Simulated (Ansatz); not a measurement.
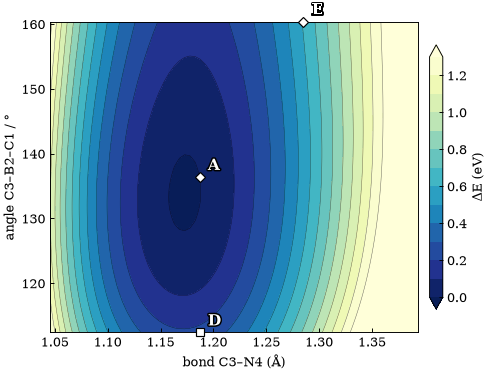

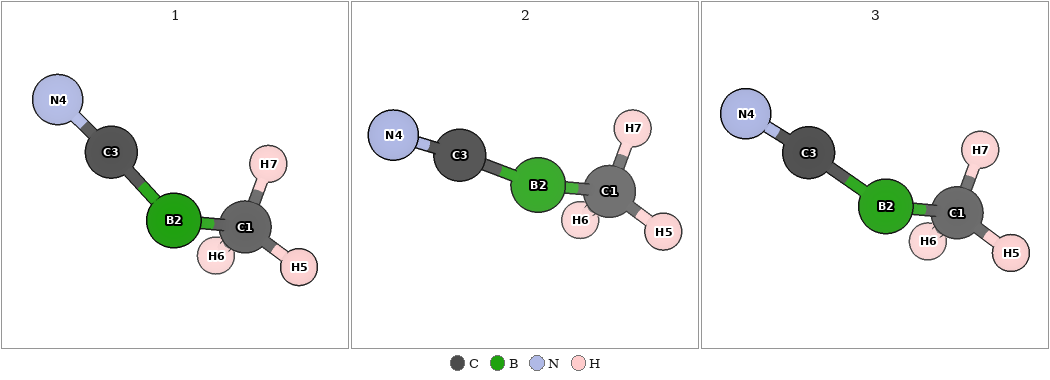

C₂H₃BN, SMILES C[B]C#N, spin multiplicity 2. Two internal coordinates are moved rigidly from the geometry relaxed at PBE0-D4/def2-TZVP, all others fixed. Coordinates scanned: (1) bond C3–N4; (2) angle C3–B2–C1. The scan uses a 5 × 5 grid. Points are written as (first, second). Energies: eV, counted from the lowest grid point. All numbers below come from UHF-CCSD(T), frozen core/def2-TZVPP in Ansatz.

The picture shows filled contours, one colour for all values above the top of the scale, lettered points. Between grid points the surface is interpolated. The numbered pictures are the structures at these points, in random order.

**Which structure belongs to which point?**

A is structure 3: (1.187 Å, 136.4°), 0.00 eV; D is structure 1: (1.187 Å, 112.4°), 0.23 eV; E is structure 2: (1.285 Å, 160.4°), 0.61 eV.
